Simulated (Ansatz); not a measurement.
**YFeBr5: relaxing a made-up structure**

This structure for YFeBr5 is made up. Its elements were placed in a known structure type with a cell scaled to their sizes. What cell does the guess relax to, and how far off was it?

Method: DFT, PBE, plane-wave PAW, files of the set soft_1, scalar-relativistic, ferromagnetic start, cell and ions relaxed at zero pressure; PAW set soft_1, in the first sound run; inputs show where later runs differ, in Ansatz 0.2.0.

**1. The starting structure**

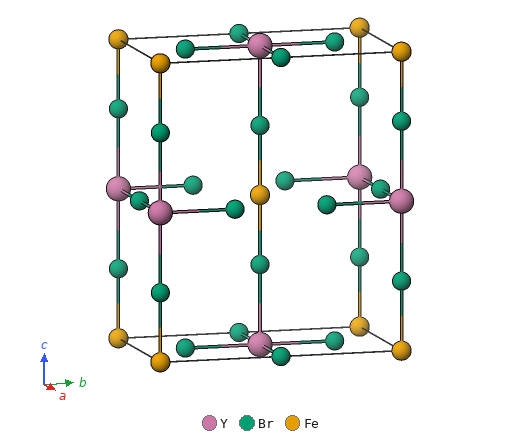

The cell as given, slightly off an axis (yttrium pink, bromine teal, iron orange). This picture shows the conventional cell, with its axes. Some periodic images of atoms are drawn too.

**2. Relaxation of the guess**

The guess takes its coordinates from another compound and its volume from a rule, so the cell and any free coordinates are relaxed together.

File input.yaml:

```yaml
crystal:
  lattice:
    - [-2.763, 4.6165, 5.5725]
    - [2.763, -4.6165, 5.5725]
    - [2.763, 4.6165, -5.5725]
  atoms:
    - { symbol: "Y", position: [0.5, 0.5, 0.0] }
    - { symbol: Br, position: [0.5, 0.0, 0.5] }
    - { symbol: Br, position: [0.7674, 0.7674, 0.0] }
    - { symbol: Br, position: [0.2326, 0.2326, 0.0] }
    - { symbol: Br, position: [0.1904, 0.5, 0.6904] }
    - { symbol: Br, position: [0.8096, 0.5, 0.3096] }
    - { symbol: Fe, position: [0.0, 0.0, 0.0], spin: 3.0 }
magnetization:
  spin_polarized: true
kpoints:
  mp_grid: { grid: [6, 6, 6] }
scf:
  occupations: { method: fermi_dirac, width: 0.05 }
hamiltonian:
  xc: pbe
  pseudopotentials: { kind: paw, azcp: { folder: soft_1 } }
relax:
  f_tol: 0.015
  max_steps: 70
  cell: {}
output:
  forces: true
  stress: true
```

Command:

```console
$ ansatz run input.yaml --threads 4 --pin off --max-ram 10240MiB --backend cpu --events-out ev --progress --plain --runs-dir out
```

Numbers of over 12 decimals in the logs are rounded to 6 here.

Log:

```text
Engine: ansatz 0.2.0, aarch64-unknown-linux-gnu
Pseudopotentials: kind: paw
Pseudopotential: Y, paw, valence charge 11, recommended cutoff 420 eV (normal), soft_1/Y.paw.azcp
Pseudopotential: Br, paw, valence charge 7, recommended cutoff 420 eV (normal), soft_1/Br.paw.azcp
Pseudopotential: Fe, paw, valence charge 16, recommended cutoff 420 eV (normal), soft_1/Fe.paw.azcp
Functional definition: PBE
  parameter kappa = 0.804
  parameter beta = 0.066725
  exchange = pbe_x(kappa = kappa, mu = beta*pi^2/3)
  correlation = pbe_c(beta = beta)
Crystal: 7 atoms, lattice volume = 284.318 Å³
Basis set: ecut = 420 eV, 5541 PW (Γ), exchange–correlation on 108×108×108 points (8 copies of the dense FFT grid, shifted against one another)
Bands: 40, of which v1, the nominal top of the filled ones, is band 31 counted from 1 (30 counted from 0)
Symmetry: 8 space group operations
Space group: Immm (ITA 71), of the structure as read, at distance tolerance 6.6e-5 Å
Magnetic group: BNS 71.533 (UNI 631), of the structure as read, at distance tolerance 6.6e-5 Å
k-points: 46 of 216
Non-local potential: Y, projectors of the file, l = 0: 3, l = 1: 2, l = 2: 2, l = 3: 1
Non-local potential: Br, projectors of the file, l = 0: 2, l = 1: 2, l = 2: 2
Non-local potential: Fe, projectors of the file, l = 0: 3, l = 1: 2, l = 2: 3, l = 3: 1
PAW form: soft (Blöchl's): semilocal exchange-correlation on the pseudo side does not see the compensation charge
PAW one-centre angular grid: Y, 590 points (default); XC on 64 Gauss nodes
PAW one-centre angular grid: Br, 110 points (default); XC on 64 Gauss nodes
PAW one-centre angular grid: Fe, 590 points (default); XC on 64 Gauss nodes
Initial density: superposition of atomic densities (chi_scale 0.1, normalization cell, long waves kept (reshape's long-wave potential 0.02 eV rms))
Starting moments: Σ|m| = 3 μB on 1 of 7 sites
Initial wavefunctions: pseudopotential atomic-orbital guess
Functional: x = pbe(κ = 0.804, μ = 0.219515), c = pbe(β = 0.066725)
SCF iter   1: F=—  HF=-22253.158378 eV  |F-HF|=—  |Δ(HF+E_count)|=         —  Δρ=4.53e-2 (↑4.53e-2 ↓3.96e-2)  dr2=2.29e1  dr2_m=2.17e-1  M=3.859 μB ∫|m|=3.864 μB  β_m=0.30  ethr=3.10e-3  ⟨swp⟩=7.5  Hψ=15235  notcnv=0
Mixer restart at iter 1: flushing history
preconditioner: auto → none  [metal: Δε(μ)=0.033 eV  Ē_g=6.836 eV  σ=0.050 eV  W_gap=0.16  n_scr=44 (ndim 8)  ℏωp=14.9 eV  f_vac=0.157  D(μ)=7.16/eV (n_scr^D=48)  sad-step TF]
SCF iter   2: F=—  HF=-22252.150941 eV  |F-HF|=—  |Δ(HF+E_count)|=    1.01e0  Δρ=1.82e-2 (↑1.82e-2 ↓1.56e-2)  dr2=2.11e0  dr2_m=4.33e-1  M=4.000 μB ∫|m|=4.011 μB  β_m=0.33  ethr=3.10e-3  ⟨swp⟩=3.0  Hψ=9406  notcnv=0  defer=171
SCF iter   3: F=—  HF=-22251.869119 eV  |F-HF|=—  |Δ(HF+E_count)|=   2.82e-1  Δρ=1.24e-2 (↑1.06e-2 ↓1.24e-2)  dr2=2.84e-1  dr2_m=2.56e-1  M=4.000 μB ∫|m|=4.020 μB  β_m=0.43  ethr=3.10e-3  ⟨swp⟩=3.3  Hψ=7144  notcnv=0  defer=209
SCF iter   4: F=—  HF=-22251.972241 eV  |F-HF|=—  |Δ(HF+E_count)|=         —  Δρ=1.20e-2 (↑4.80e-3 ↓1.20e-2)  dr2=2.55e-1  dr2_m=1.41e-1  M=4.000 μB ∫|m|=4.033 μB  β_m=1.00  ethr=4.58e-4  ⟨swp⟩=3.0  Hψ=6695  notcnv=0  defer=206
Mixer restart at iter 4: flushing history
SCF iter   5: F=—  HF=-22252.431104 eV  |F-HF|=—  |Δ(HF+E_count)|=   4.59e-1  Δρ=6.48e-3 (↑6.48e-3 ↓5.57e-3)  dr2=1.41e0  dr2_m=2.27e-3  M=4.000 μB ∫|m|=4.037 μB  β_m=0.43  ethr=8.06e-5  ⟨swp⟩=4.0  Hψ=9963  notcnv=0  defer=212
SCF iter   6: F=—  HF=-22252.286212 eV  |F-HF|=—  |Δ(HF+E_count)|=   1.45e-1  Δρ=1.01e-2 (↑4.80e-3 ↓1.01e-2)  dr2=1.25e0  dr2_m=2.37e-2  M=4.000 μB ∫|m|=4.050 μB  β_m=0.33  ethr=8.06e-5  ⟨swp⟩=4.1  Hψ=10630  notcnv=0  defer=192
SCF iter   7: F=—  HF=-22252.121266 eV  |F-HF|=—  |Δ(HF+E_count)|=   1.65e-1  Δρ=1.77e-3 (↑1.77e-3 ↓1.64e-3)  dr2=5.55e-3  dr2_m=6.73e-3  M=4.000 μB ∫|m|=4.041 μB  β_m=0.41  ethr=8.06e-5  ⟨swp⟩=3.2  Hψ=8662  notcnv=0  defer=199
SCF iter   8: F=—  HF=-22252.120622 eV  |F-HF|=—  |Δ(HF+E_count)|=   6.44e-4  Δρ=1.32e-3 (↑5.45e-4 ↓1.32e-3)  dr2=2.33e-3  dr2_m=2.15e-3  M=4.000 μB ∫|m|=4.041 μB  β_m=0.52  ethr=8.94e-6  ⟨swp⟩=2.1  Hψ=7211  notcnv=0  defer=193
SCF iter   9: F=—  HF=-22252.122014 eV  |F-HF|=—  |Δ(HF+E_count)|=   1.39e-3  Δρ=2.77e-4 (↑2.77e-4 ↓2.63e-4)  dr2=1.99e-4  dr2_m=1.32e-4  M=4.000 μB ∫|m|=4.040 μB  β_m=0.56  ethr=3.76e-6  ⟨swp⟩=2.1  Hψ=5851  notcnv=0  defer=194
SCF iter  10: F=—  HF=-22252.122035 eV  |F-HF|=—  |Δ(HF+E_count)|=   2.11e-5  Δρ=1.36e-4 (↑3.96e-5 ↓1.36e-4)  dr2=1.75e-5  dr2_m=1.73e-5  M=4.000 μB ∫|m|=4.040 μB  β_m=0.70  ethr=3.21e-7  ⟨swp⟩=2.0  Hψ=6450  notcnv=0  defer=194
SCF iter  11: F=—  HF=-22252.122112 eV  |F-HF|=—  |Δ(HF+E_count)|=   7.69e-5  Δρ=7.03e-5 (↑1.45e-5 ↓7.03e-5)  dr2=1.22e-5  dr2_m=3.59e-6  M=4.000 μB ∫|m|=4.040 μB  β_m=0.76  ethr=2.83e-8  ⟨swp⟩=2.0  Hψ=6614  notcnv=0  defer=195
SCF iter  12: F=—  HF=-22252.122116 eV  |F-HF|=—  |Δ(HF+E_count)|=   3.64e-6  Δρ=3.52e-5 (↑8.77e-6 ↓3.52e-5)  dr2=1.37e-6  dr2_m=1.04e-6  M=4.000 μB ∫|m|=4.040 μB  β_m=0.88  ethr=1.97e-8  ⟨swp⟩=2.0  Hψ=6016  notcnv=0  defer=194
SCF iter  13: F=—  HF=-22252.122118 eV  |F-HF|=—  |Δ(HF+E_count)|=   2.47e-6  Δρ=1.11e-5 (↑5.27e-6 ↓1.11e-5)  dr2=9.18e-7  dr2_m=6.03e-8  M=4.000 μB ∫|m|=4.040 μB  β_m=0.80  ethr=2.21e-9  ⟨swp⟩=2.0  Hψ=6614  notcnv=0  defer=194
SCF iter  14: F=—  HF=-22252.122118 eV  |F-HF|=—  |Δ(HF+E_count)|=   3.02e-8  Δρ=3.04e-6 (↑1.53e-6 ↓3.04e-6)  dr2=3.04e-8  dr2_m=8.09e-9  M=4.000 μB ∫|m|=4.040 μB  β_m=0.77  ethr=1.48e-9  ⟨swp⟩=2.0  Hψ=6210  notcnv=0  defer=194
SCF iter  15: F=-22252.122118 eV  HF=-22252.122118 eV  |F-HF|=7.59e-9  |Δ(HF+E_count)|=   1.52e-8  Δρ=1.40e-6 (↑5.80e-7 ↓1.40e-6)  dr2=1.09e-8  dr2_m=1.25e-9  M=4.000 μB ∫|m|=4.040 μB  ethr=4.90e-11  ⟨swp⟩=2.0  Hψ=11524  notcnv=0
SCF 1 converged in 15 iterations: F = -22252.122118 eV  dr2 = 1.09e-8
  greatest PAW one-centre occupation: 1.003 electrons in one spin orbital (limit 2), on the Fe atom at site 6 (counted from 0), in its partial waves of l = 1
relax step   1: F+E_penalty+E_count = -22252.12211840 eV  Δ(F+E_penalty+E_count) = +0.000e0 eV  max|allowed force component| = 6.981e-1 eV/Å  Δτ_max = 0.0000 Å  P = -3.037 GPa  Ω = 284.318 Å³  (15 SCF iters, dr2 threshold 1.00e-7 eV, accepted)
Crystal: 7 atoms, lattice volume = 257.995 Å³
Basis set: ecut = 420 eV, 5039 PW (Γ), exchange–correlation on 108×108×108 points (8 copies of the dense FFT grid, shifted against one another)
Initial density: handed on by an earlier stage of this run
Starting moments: Σ|m| = 3 μB on 1 of 7 sites; this step starts from the density that it was given
Initial wavefunctions: those handed on with the density
[...]
relax step   4: F+E_penalty+E_count = -22252.60202710 eV  Δ(F+E_penalty+E_count) = -5.328e-2 eV  max|allowed force component| = 1.345e-2 eV/Å  Δτ_max = 0.0523 Å  P = +0.082 GPa  Ω = 252.466 Å³  energy of the carried Pulay correction = +2.262e-3 eV  (11 SCF iters, accepted)
[...]
relax step   5: F+E_penalty+E_count = -22252.60254709 eV  Δ(F+E_penalty+E_count) = -5.200e-4 eV  max|allowed force component| = 1.644e-2 eV/Å  Δτ_max = 0.0027 Å  P = +0.011 GPa  Ω = 253.145 Å³  energy of the carried Pulay correction = +2.211e-3 eV  (7 SCF iters, dr2 threshold 1.14e-7 eV, accepted)
[...]
relax step   6: F+E_penalty+E_count = -22252.60265600 eV  Δ(F+E_penalty+E_count) = -1.089e-4 eV  max|allowed force component| = 1.039e-3 eV/Å  Δτ_max = 0.0025 Å  P = +0.002 GPa  Ω = 253.392 Å³  energy of the carried Pulay correction = +2.193e-3 eV  (7 SCF iters, dr2 threshold 1.69e-8 eV, accepted)
Basis set: ecut = 420 eV, 4971 PW (Γ), exchange–correlation on 100×100×100 points (8 copies of the dense FFT grid, shifted against one another)
Initial wavefunctions: pseudopotential atomic-orbital guess (no wavefunctions were taken with the density)
iter 1 solved again at ethr=5.37e-7 eV; its pass at ethr=3.10e-3 eV (dr2=3.33e-4 eV) is discarded
SCF iter   1: F=—  HF=-22252.599655 eV  |F-HF|=—  |Δ(HF+E_count)|=         —  Δρ=1.03e-4 (↑6.87e-5 ↓1.03e-4)  dr2=5.07e-5  dr2_m=2.43e-6  M=4.000 μB ∫|m|=4.050 μB  β_m=0.65  ethr=5.37e-7  ⟨swp⟩=3.4  Hψ=25607  notcnv=0
preconditioner: auto → Resta (q_TF=auto, 2.158 Å⁻¹)  ε∞=4.5  [insulator: Δε(μ)=0.392 eV  Ē_g=8.441 eV  σ=0.050 eV  W_gap=0.95  n_scr=44 (ndim 8)  ℏωp=15.8 eV  f_vac=0.158  D(μ)=0.28/eV (n_scr^D=0)  ε∞_Penn≈4.5]
spin=Collinear: Resta preconditioning applied to the charge; magnetization (m = ρ↑ − ρ↓) channel mixes plain (no charge-response kernel on spin).
SCF iter   2: F=—  HF=-22252.599842 eV  |F-HF|=—  |Δ(HF+E_count)|=   1.87e-4  Δρ=2.57e-5 (↑2.15e-5 ↓2.57e-5)  dr2=1.56e-6  dr2_m=2.03e-7  M=4.000 μB ∫|m|=4.050 μB  β_m=0.59  ethr=8.17e-8  ⟨swp⟩=2.0  Hψ=5011  notcnv=0
SCF iter   3: F=—  HF=-22252.599851 eV  |F-HF|=—  |Δ(HF+E_count)|=   9.56e-6  Δρ=1.80e-5 (↑1.56e-5 ↓1.80e-5)  dr2=9.68e-7  dr2_m=5.22e-7  M=4.000 μB ∫|m|=4.050 μB  β_m=0.62  ethr=2.52e-9  ⟨swp⟩=2.0  Hψ=6605  notcnv=0
SCF iter   4: F=—  HF=-22252.599856 eV  |F-HF|=—  |Δ(HF+E_count)|=   4.20e-6  Δρ=2.00e-5 (↑5.81e-6 ↓2.00e-5)  dr2=1.41e-6  dr2_m=3.39e-7  M=4.000 μB ∫|m|=4.050 μB  β_m=0.81  ethr=1.56e-9  ⟨swp⟩=2.4  Hψ=5580  notcnv=0
SCF iter   5: F=—  HF=-22252.599861 eV  |F-HF|=—  |Δ(HF+E_count)|=   5.88e-6  Δρ=1.50e-5 (↑1.50e-5 ↓5.93e-6)  dr2=5.23e-7  dr2_m=7.06e-8  M=4.000 μB ∫|m|=4.050 μB  β_m=0.88  ethr=1.56e-9  ⟨swp⟩=2.9  Hψ=7219  notcnv=0
SCF iter   6: F=—  HF=-22252.599861 eV  |F-HF|=—  |Δ(HF+E_count)|=   1.83e-7  Δρ=2.90e-6 (↑2.90e-6 ↓2.84e-6)  dr2=6.16e-8  dr2_m=2.22e-9  M=4.000 μB ∫|m|=4.050 μB  β_m=0.93  ethr=8.44e-10  ⟨swp⟩=2.0  Hψ=6413  notcnv=0
SCF iter   7: F=—  HF=-22252.599861 eV  |F-HF|=—  |Δ(HF+E_count)|=   3.03e-9  Δρ=1.25e-6 (↑2.11e-7 ↓1.25e-6)  dr2=7.38e-9  dr2_m=7.80e-10  M=4.000 μB ∫|m|=4.050 μB  β_m=0.96  ethr=9.93e-11  ⟨swp⟩=2.0  Hψ=6605  notcnv=0
SCF iter   8: F=—  HF=-22252.599861 eV  |F-HF|=—  |Δ(HF+E_count)|=   4.34e-9  Δρ=7.66e-7 (↑1.10e-7 ↓7.66e-7)  dr2=2.82e-9  dr2_m=3.00e-10  M=4.000 μB ∫|m|=4.050 μB  β_m=0.98  ethr=1.19e-11  ⟨swp⟩=2.0  Hψ=4841  notcnv=0
SCF iter   9: F=—  HF=-22252.599861 eV  |F-HF|=—  |Δ(HF+E_count)|=   4.89e-9  Δρ=8.84e-8 (↑5.79e-8 ↓8.84e-8)  dr2=1.82e-11  dr2_m=7.55e-12  M=4.000 μB ∫|m|=4.050 μB  β_m=0.99  ethr=4.55e-12  ⟨swp⟩=2.2  Hψ=6049  notcnv=0
SCF iter  10: F=-22252.599861 eV  HF=-22252.599861 eV  |F-HF|=3.64e-12  |Δ(HF+E_count)|=  2.91e-11  Δρ=2.56e-8 (↑1.10e-8 ↓2.56e-8)  dr2=2.29e-12  dr2_m=5.43e-13  M=4.000 μB ∫|m|=4.050 μB  ethr=1.00e-12  ⟨swp⟩=3.0  Hψ=12417  notcnv=0
SCF 7 converged in 10 iterations: F = -22252.599861 eV  dr2 = 2.29e-12
relax step   7: F+E_penalty+E_count = -22252.59986129 eV  Δ(F+E_penalty+E_count) = +2.795e-3 eV  max|allowed force component| = 7.680e-4 eV/Å  Δτ_max = 0.0000 Å  P = +0.005 GPa  Ω = 253.392 Å³  stress off target by 1.17e-2 GPa  SCF on the basis re-selected at this cell (its energy is not comparable with the rows above)  (10 SCF iters)
basis re-selected at this cell: Δ(F+E_penalty+E_count) = +2.795e-3 eV, ΔP = +0.003 GPa vs the last step (what re-selecting the basis moved, of the pressure what is left beyond the Pulay correction that the steps carried, after the strain that the cell walked since its last selection, with what the two solves' SCF thresholds leave and, on support functions, any second-order correction that the steps lacked; it is no measure of the basis error at this ecutwfc). The dense FFT grid was sized anew with the basis: this SCF ran on 50×50×50 points, the steps before it on 54×54×54, so part of this shift can come from that change (see relax.cell in the input reference). [rest of the remark cut]
SCF converged after 10 iterations
Magnetization: 4.0000 μB (33.0000 up, 29.0000 down)
Absolute magnetization: 4.0486 μB (∫|ρ↑−ρ↓|, with the PAW one-centre terms)
Spin contamination: 0.0103 ħ² per cell (⟨S²⟩ above its minimum at these occupations)
Per-site moments (μB) at R_I (Å): [(0.012489, 1.115525), (0.00933403, 1.115525), (0.068963, 0.972113), (0.068963, 0.972113), (0.054648, 1.139022), (0.054648, 1.139022), (3.325662, 0.972113)]
Free energy (F): -22252.599861 eV
Harris-Foulkes:  -22252.599861 eV  (|F-HF|=3.64e-12)
Internal energy: -22252.595678 eV  (E = F + TS)
E sigma→0 (E₀):  -22252.597770 eV
Entropy (-TS):   -0.004183 eV (-0.598 meV/atom)
Fermi energy:    2.917173 eV
--- Per-component energies (eV) ---
  E_band       = -792.729600
  E_kinetic    = 1294.005056
  E_local      = -6346.056919  (includes V_loc(G=0)·N_el)
  E_nonlocal   = 582.066419
  E_hartree    = 2478.612943
  E_xc         = -1269.185187
  E_vxc        = -885.291484  (∫ρ·V_xc dr)
  E_paw        = -15769.962005  (= ΣΔE_a)
  E_vpaw       = -394.677639  (= ΣTr[D̂ρ^β])
  E_aug_tail   = -0.000988  (compensation charges beyond the density's cutoff)
  E_ewald      = -3222.074996
  E_smearing   = -0.004183  (= −TS)
  E_closure    = 0.000000  (closes the sum)
  Σ components = -22252.599861   (vs F -22252.599861, Δ=0.00e0)
--- Forces (eV/Å), atoms counted from 1 ---
  atom   1  Y      0.00000000     0.00000000     0.00000000
  atom   2  Br     0.00000000     0.00000000     0.00000000
  atom   3  Br     0.00000000     0.00000000     0.00076803
  atom   4  Br     0.00000000     0.00000000    -0.00076803
  atom   5  Br     0.00000000     0.00076066     0.00000000
  atom   6  Br     0.00000000    -0.00076066     0.00000000
  atom   7  Fe     0.00000000     0.00000000    -0.00000000
  max |Σ_I F_I| component: 1.08e-19 eV/Å
--- Stress (GPa, compression-positive) ---
       -0.000398       0.000000       0.000000
        0.000000       0.004655       0.000000
        0.000000       0.000000       0.011720
  P = ⅓ Tr σ = 0.0053 GPa (0.053 kbar)
--- Relaxed structure (6 steps of the walk, 5 accepted, 1 SCFs on fresh bases) ---
  F+E_penalty+E_count = -22252.59986129 eV   max|allowed force component| = 7.680e-4 eV/Å   (the final SCF, on the basis selected at the relaxed cell)
  cell:  # Å, volume = 253.3920 Å³
    - [-2.704303, 4.479066, 5.229862]
    - [2.704303, -4.479066, 5.229862]
    - [2.704303, 4.479066, -5.229862]
  atoms:
    - { symbol: Y, position: [0.5, 0.5, -2.0801328988906644e-19] }
    - { symbol: Br, position: [0.5, 0, 0.5] }
    - { symbol: Br, position: [0.774694, 0.774694, -2.0801328988906644e-19] }
    - { symbol: Br, position: [0.225306, 0.225306, -2.0801328988906644e-19] }
    - { symbol: Br, position: [0.191759, 0.5, 0.691759] }
    - { symbol: Br, position: [0.808241, 0.5, 0.308241] }
    - { symbol: Fe, position: [-2.024543477754447e-19, 0, -2.0801328988906644e-19] }
```

Elapsed: 95 s, on 4 threads of Arm Neoverse V2, shared host; peak memory 1.2 GiB; 6.1 min of CPU time.

Relaxation path:

```csv
step,energy less that of the first step (eV),largest force component (eV/Å),pressure (GPa),volume (Å³)
1,0.0000,0.6981,-3.04,284.32
2,-0.4266,0.5612,-0.56,258.00
3,-0.4218,0.7936,0.72,249.43
4,-0.4799,0.0135,0.08,252.47
5,-0.4804,0.0164,0.01,253.15
6,-0.4805,0.0010,0.00,253.39
7*,-0.4777,0.0008,0.01,253.39
```

Relaxation steps marked * repeat the geometry before them on a plane-wave basis chosen anew for their cell, so energy and pressure can jump there. Relaxation step 3 was tried and not accepted.

Forces are held to the 8 operations that the run works with; a distortion that breaks them can't arise in this run.

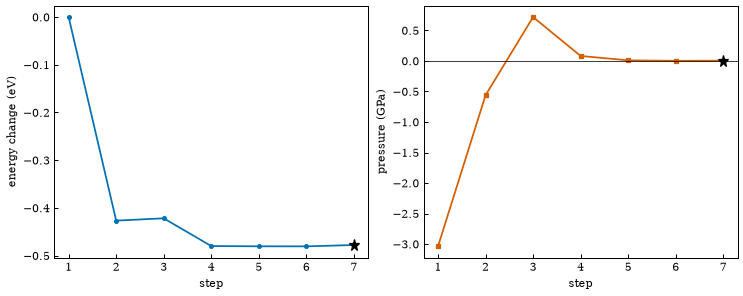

Energy and pressure along the relaxation. Stars mark steps on a basis chosen anew.

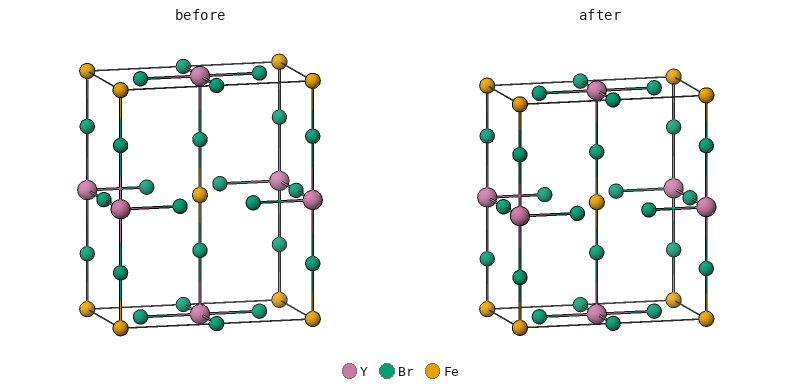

The structure before and after the relaxation, drawn at the same scale.

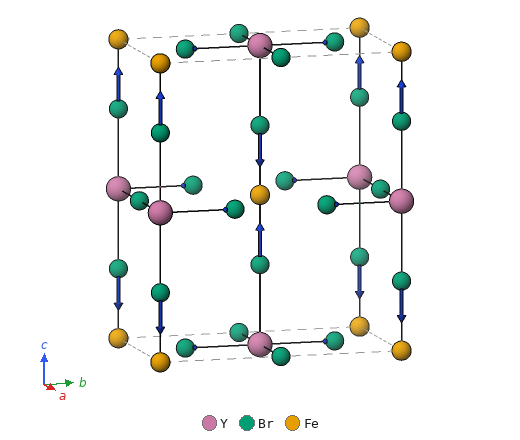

Displacements in the relaxation, exaggerated, measured against the changing cell; the longest in the cell stands for 0.08 Å. Some periodic images of atoms are drawn too.

```csv
"conventional cell, symmetrised",before,after,change
a (Å),5.526,5.409,-2.1 %
b (Å),9.233,8.958,-3.0 %
c (Å),11.145,10.460,-6.1 %
volume (Å³/atom),40.62,36.20,-10.9 %
```

The atoms that moved most (Å, as changes of fractional coordinates times the final cell):

```csv
atom,dx,dy,dz,length
Br3,0.000,0.000,0.076,0.076
Br4,0.000,0.000,-0.076,0.076
Br5,0.000,0.012,0.000,0.012
Br6,0.000,-0.012,0.000,0.012
```

This step gave:

```
free energy             : -22252.5999 eV
energy at zero smearing : -22252.5978 eV
smearing term TS        : 0.004183 eV
Fermi energy            : 2.917 eV
gap by band count       : 0.3921 eV
magnetization           : 4.000 μB
absolute magnetization  : 4.049 μB
site moments            : 0.01249, 0.009334, 0.06896, 0.06896, 0.05465, 0.05465, 3.326 μB
electrons               : 62
symmetry operations     : 8
pressure                : 0.005325 GPa
```

Site moment by atom:

```csv
atom,site moment (μB)
Y1,0.01
Br2,0.01
Br3,0.07
Br4,0.07
Br5,0.05
Br6,0.05
Fe7,3.33
```

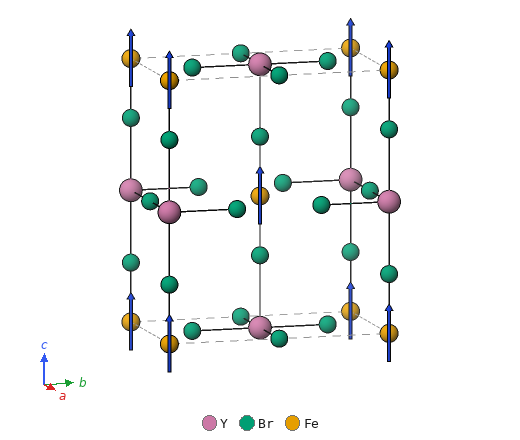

Site moment as arrows, the longest 3.33 μB. Up and down stand for the sign. Arrows give size and sign along the axis of quantisation, drawn up and down the page. Some periodic images of atoms are drawn too.

Shortest distances by pair of elements, guess and relaxed (not always the same contact):

```csv
pair,guess (Å),relaxed (Å)
Br–Fe,2.592,2.357
Br–Y,2.763,2.704
Br–Br,3.516,3.436
Fe–Y,5.380,5.230
Y–Y,5.526,5.409
```

The relaxation ends with a largest force component of 7.7e-4 eV/Å and a pressure of 0.01 GPa.

(Part 1 of 2 ends here.)

[Logs are printed without paths, hosts, clocks, repeated set-up lines and the standing remarks that a program may print on its own settings, such as how far it seeks lower states.]

[Hosts, paths, dates, database ids (printed as entryN), source tags and the programs' standing remarks are cut or masked in the printed files.]
